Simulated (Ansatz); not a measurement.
Cl₃HO₂W···HCl···HCl

Input file:

```
crystal:
  periodic: [false, false, false]
  atoms:
    - { symbol: W, position_ang: [-0.297277, 0.360687, -0.492914] }
    - { symbol: Cl, position_ang: [-0.278808, -0.179859, 3.063269] }
    - { symbol: Cl, position_ang: [2.753799, 0.021917, -0.355955] }
    - { symbol: O, position_ang: [-0.022405, 2.025875, 0.252565] }
    - { symbol: H, position_ang: [0.141482, 2.909858, -0.047116] }
    - { symbol: Cl, position_ang: [-2.522245, -0.012159, -0.156789] }
    - { symbol: Cl, position_ang: [0.092158, -3.775371, 0.305505] }
    - { symbol: Cl, position_ang: [-0.041708, -0.586082, -2.571491] }
    - { symbol: O, position_ang: [1.265207, -0.49143, 0.273822] }
    - { symbol: H, position_ang: [1.004352, -2.881706, 0.322221] }
    - { symbol: H, position_ang: [0.788645, -0.628631, 2.428382] }
basis:
  gaussian: { orbitals: def2-SVP }
hamiltonian:
  xc: hf
relax:
  f_tol: 0.03
  max_steps: 50
output:
  orbitals: {}
```

Launched as:

```sh
ansatz run input.yaml --threads 4 --pin off --max-ram 5120MiB --backend cpu --events-out ev --progress --plain --runs-dir out
```

The fields are those of the run's last geometry, not of the input's.

Core potentials replace the inner electrons of W.

Theory: RHF/def2-SVP in Ansatz 0.2.0.

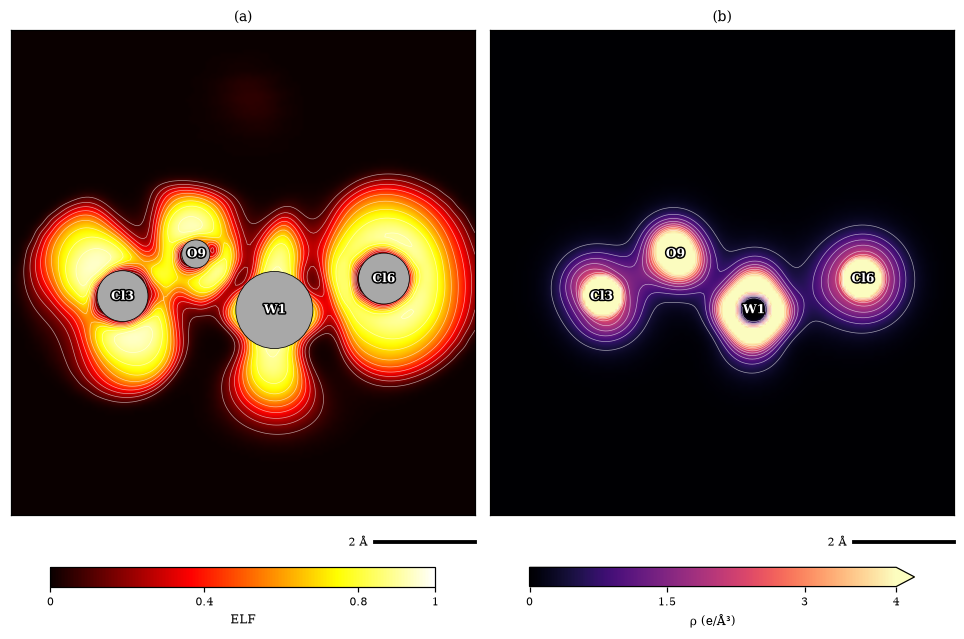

Figure 1. (a) ELF; (b) electron density on the plane of atoms Cl6, W1 and O9. Grey discs cover the atomic cores in the ELF map.

> Read the bonding off the picture.

The plane passes through W, Cl and O nuclei. Cl–O (1.69 Å): ρ at the midpoint is about 1.4 e/Å³; the ELF peaks at about 0.80 between the atoms; a covalent bond. W–Cl (2.28 Å): ρ is about 0.71 e/Å³ halfway; the ELF peaks at about 0.85 in the valence shell of Cl, 0.7 Å from its nucleus, and is about 0.40 at the midpoint. W–O (1.93 Å): ρ at the midpoint is about 0.93 e/Å³; the ELF peaks at about 0.90 in the valence shell of O, 0.6 Å from its nucleus, and is about 0.20 at the midpoint. The ELF also peaks beside Cl3, away from the bonds: lone-pair regions.

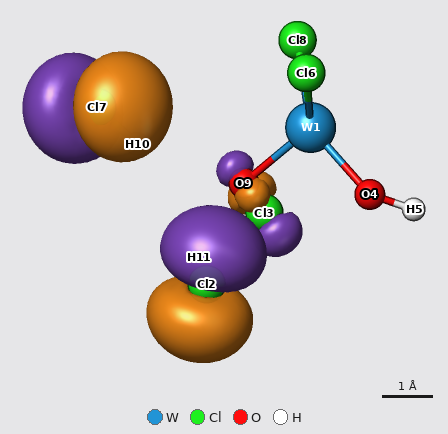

Figure 2. The HOMO−1 at ±0.1 Å⁻³ᐟ² (orange and purple are the two phases), seen at an oblique angle.

> Where does this orbital lie, and at what energy?

It lies mainly on Cl7 (about 50 %) and Cl2 (about 40 %); largely a combination of lone pairs on Cl7 and Cl2. Its energy is −12.46 eV.

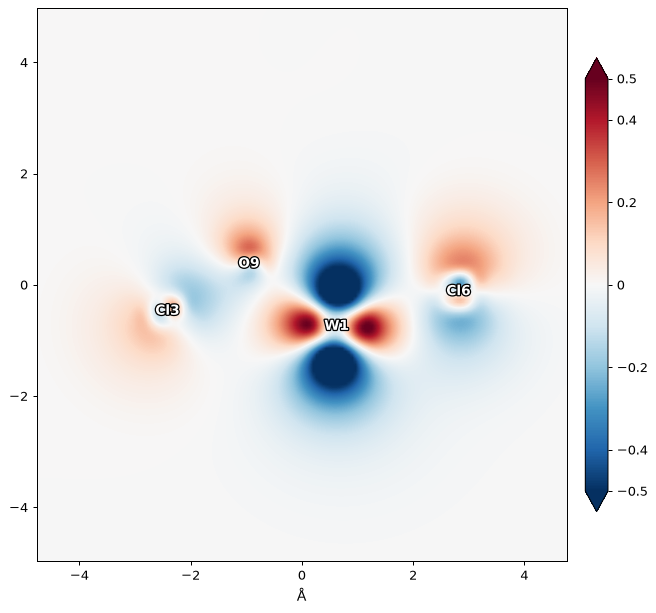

Figure 3. The HOMO on the plane of atoms Cl6, W1 and O9 (values in Å⁻³ᐟ²; the overall sign is arbitrary).

> Describe this orbital and give its energy.

It lies mainly on W1 (about 70 %), Cl8 (about 10 %) and Cl6 (about 10 %). Its energy is −10.01 eV.
